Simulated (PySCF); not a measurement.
Pb(H)2, SMILES [PbH2] at its PBE0/def2-SVP optimised geometry (Å):

```
3

Pb    -0.9270    -0.9270     0.0000
H      0.9270    -0.9270     0.0000
H     -0.9223     0.9270     0.0000
```

Method: PySCF 2.14.0 with PBE0/def2-TZVP, def2 effective core potentials past Kr. The core electrons that the potentials of Pb replace are not part of the density. Cells within 0.4 Å of a nucleus heavier than hydrogen are left out (blank, or x).

Map of the Laplacian of the electron density (e/bohr⁵), clipped to [-1.50, 1.50] on the plane z = 0.0 Å:

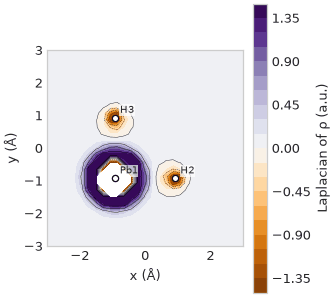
Laplacian of the electron density (e/bohr⁵), clipped to [-1.50, 1.50] on the plane z = 0.0 Å.
